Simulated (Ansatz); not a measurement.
Consider BrH$_{5}$SSi$_{2}$.

Input

```
crystal:
  periodic: [false, false, false]
  atoms:
    - { symbol: Si, position_ang: [-0.7522, -0.3518, -0.2704] }
    - { symbol: Br, position_ang: [1.1086, -1.9331, -1.4237] }
    - { symbol: S, position_ang: [-1.3236, -1.9315, 0.9723] }
    - { symbol: H, position_ang: [-0.069, -2.7244, -0.0234] }
    - { symbol: H, position_ang: [-1.5458, -0.2505, -1.4933] }
    - { symbol: Si, position_ang: [0.4657, 1.4968, 0.4466] }
    - { symbol: H, position_ang: [0.7908, 2.3474, -0.6997] }
    - { symbol: H, position_ang: [1.7013, 1.0922, 1.1148] }
    - { symbol: H, position_ang: [-0.3758, 2.2549, 1.3768] }
basis:
  gaussian: { orbitals: def2-mTZVP }
hamiltonian:
  xc: pbe0
relax:
  f_tol: 0.15
  max_steps: 25
  restrain:
    - { distance: [3, 1], at: 2.81, k: 30.0 }
    - { distance: [0, 1], at: 2.31, k: 30.0 }
    - { distance: [3, 2], at: 1.36, k: 30.0 }
output:
  orbitals: {}
```

Command:

```sh
ansatz run input.yaml --threads 4 --pin off --max-ram 5120MiB --backend cpu --events-out ev --progress --plain --runs-dir out
```

The fields are those of the run's last geometry, not of the input's.

Not at a stationary point (largest force 0.6 eV/Å).

All numbers below come from RKS PBE0/def2-mTZVP in Ansatz 0.2.0.

> What will maps of the electron density and electron localisation function show?

Si–S (2.15 Å): ρ at the midpoint is about 0.82 e/Å³; the ELF peaks at about 0.90 between the atoms; a covalent bond.
Si–Br (2.29 Å): ρ is about 0.67 e/Å³ halfway, with its minimum of 0.54 e/Å³ about 0.8 Å from Si; the ELF peaks at about 0.85 between the atoms: a shared but strongly polarised pair.
S–H (1.36 Å): ρ at the midpoint is about 1.4 e/Å³; the ELF climbs to about 1 towards the hydrogen, as it does in any bond to H.

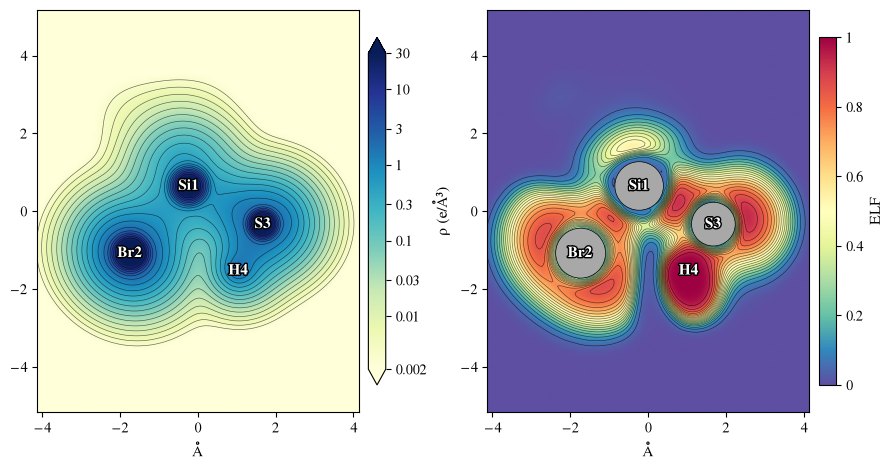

Computed electron density and electron localisation function on the plane of atoms Br2, Si1 and S3, in this order. Grey discs cover the atomic cores in the ELF map. 
